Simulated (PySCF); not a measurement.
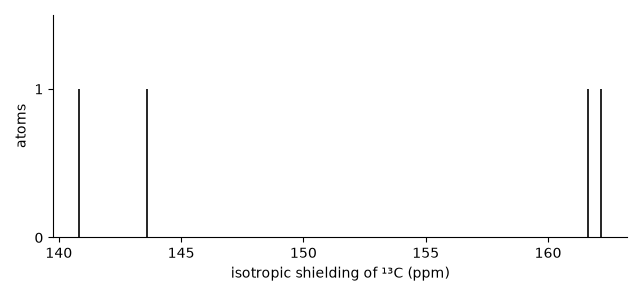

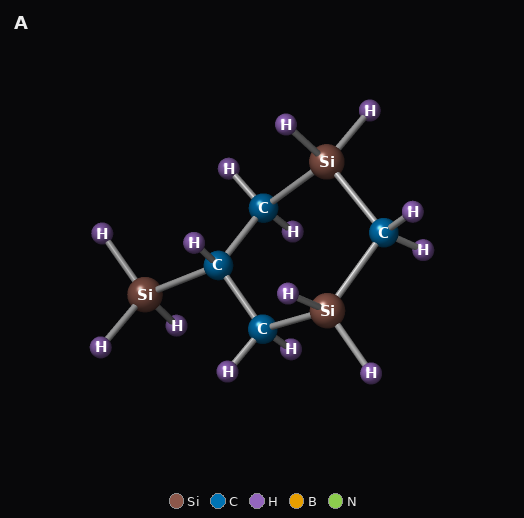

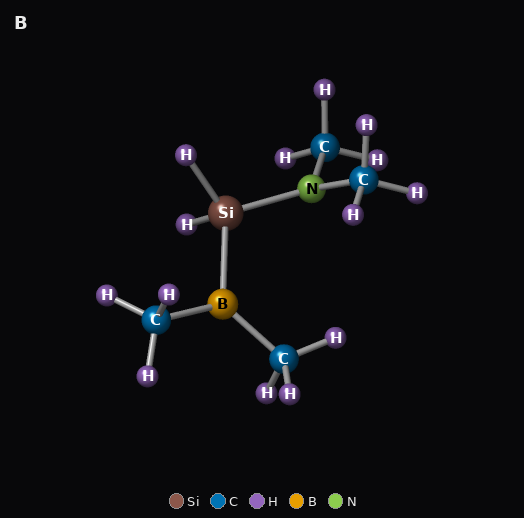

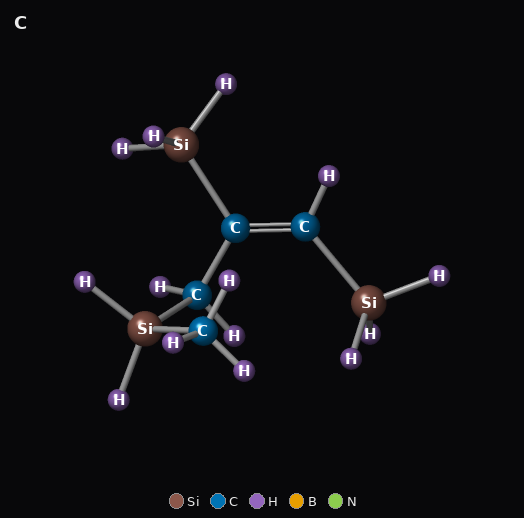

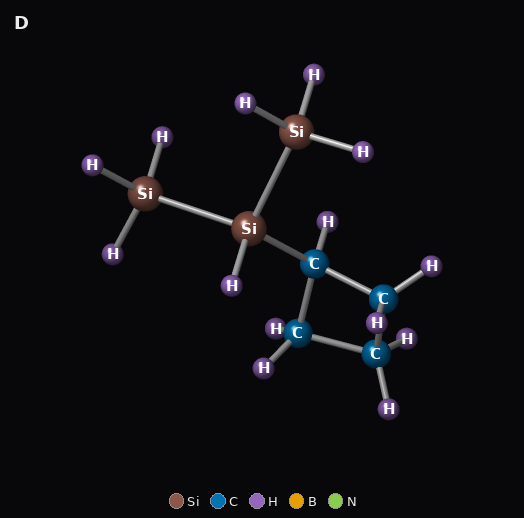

The sticks are computed shieldings of one of the molecules, for one fixed geometry (PBE0-D3(BJ)/def2-SVP) without averaging over rotations. Low shielding means a high chemical shift. Method: GIAO PBE0/pcSseg-1 NMR shielding, non-relativistic, gas phase (PySCF 2.14.0).

Question: Which molecule gives this pattern?

Answer: B, `CB(C)[SiH2]N(C)C`. Its 4 C atoms give lines at 140.8, 143.6, 161.6, 162.2 ppm.

The geometry is semi-empirical. Around Si such bond lengths and angles can be off by a tenth of an ångström or more and by several degrees, and values that hang on the shape move with them.
